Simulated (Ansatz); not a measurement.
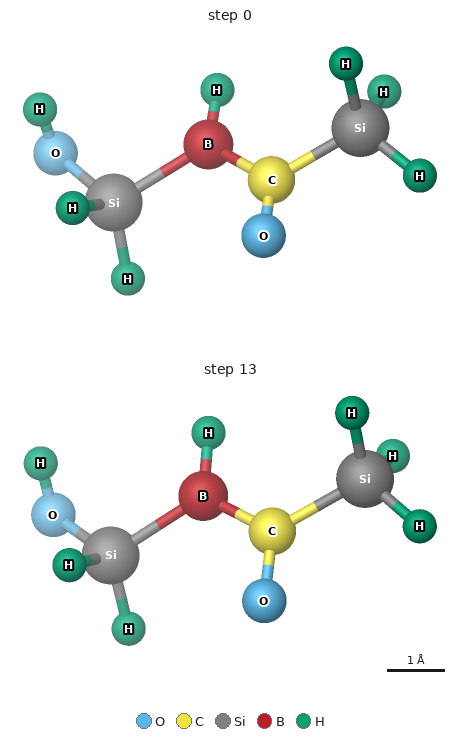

The structure of CH7BO2Si2 before (top) and after (bottom) a relaxation, at one scale.

Style: ball-and-stick. Shown at a tilt.

The run prepares the start of a later molecular dynamics calculation, from a guessed geometry.

These are results of UHF/STO-3G (Ansatz), not measurements. Set-up: collinear spin; force threshold 0.02 eV/Å; at most 40 steps.

Summarise the run.

Answer. The atom that moves furthest after the best rigid fit is an H atom (0.45 Å). By element the largest moves are H 0.45 Å, O 0.24 Å, B 0.21 Å, Si 0.10 Å, C 0.06 Å. Among the contacts that change: C–O 1.174 → 1.338 Å, H–Si 1.531 → 1.423 Å, H–Si 1.504 → 1.423 Å, C–Si 1.825 → 1.886 Å. Among the angles between lasting bonds that change: O–C–B 124.8° → 118.3°, B–Si–O 108.2° → 113.4°, C–B–H 122.0° → 117.3°. The energy falls by 31.6 kcal/mol in 12 accepted moves (13 points after the start). The largest force component goes from 10 to 0.013 eV/Å. The line search rejected the trial step at point 11 of the run. Cost: 54 s on 1 thread of Arm Neoverse N1 (shared host), peak memory 0.13 GiB.

Limits of the set-up: Hartree-Fock leaves out electron correlation; STO-3G is a minimal basis, so the numbers are rough.
